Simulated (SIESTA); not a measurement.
Band structure of GePt (Pnma, 8 atoms in the cell).

```
CELL_PARAMETERS angstrom
      5.73959     0.00000     0.00000
      0.00000     3.71031     0.00000
      0.00000     0.00000     6.10590
ATOMIC_POSITIONS crystal
  Pt 0.99950 0.25000 0.19080
  Pt 0.50050 0.75000 0.69080
  Pt 0.49950 0.25000 0.30920
  Pt 0.00050 0.75000 0.80920
  Ge 0.18500 0.25000 0.59000
  Ge 0.31500 0.75000 0.09000
  Ge 0.68500 0.25000 0.91000
  Ge 0.81500 0.75000 0.41000
```

Method: GGA PBE with spin-orbit coupling, numerical atomic orbitals DZP, PseudoDojo PBE fully relativistic norm-conserving potentials (rewritten from UPF to PSML) run with SIESTA.

Settings: XC.functional = GGA; XC.authors = PBE; potentials = PseudoDojo PBE fully relativistic; PAO.BasisSize = DZP; PAO.EnergyShift = 0.01 Ry; MeshCutoff = 300 Ry; kgrid.MonkhorstPack = 4 5 3; OccupationFunction = MP; OccupationMPOrder = 1; ElectronicTemperature = 0.136 eV; Spin = spin-orbit; MaxSCFIterations = 150; SCF.Mixer.Method = Broyden; SCF.Mixer.Weight = 0.2.

The starting cell comes from a database of published, mostly measured structures (it also holds non-ambient and calculated ones), without a prior relaxation at this level. Its lattice was rescaled by a random factor within 2.5 % of one. Values carry the incompleteness of an atom-centred basis.

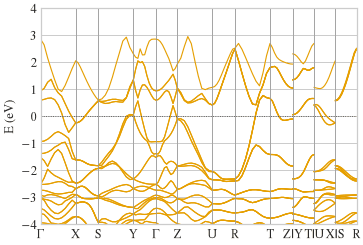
Figure: Bands along the path, energies from the Fermi level.

Levels in eV from the Fermi level, bands 125 to 130:
```csv
point,125,126,127,128,129,130
Γ,-1.38,-1.38,-0.94,-0.94,0.59,0.59
X,-1.61,-1.61,-1.61,-1.61,-0.24,-0.24
S,-1.83,-1.83,-1.83,-1.83,0.57,0.57
Y,0.06,0.06,0.06,0.06,1.35,1.35
Z,-0.10,-0.10,-0.10,-0.10,1.04,1.04
U,-2.05,-2.05,-2.05,-2.05,0.42,0.42
R,-2.32,-2.32,-2.32,-2.32,2.49,2.49
T,0.66,0.66,0.66,0.66,1.80,1.80
```

Bands cross the Fermi level along this path, so the cell is metallic at this level.

Higher empty bands are left out: an atom-centred basis made for the valence describes them poorly.

The net moment of the cell came out as 0.00 μB.
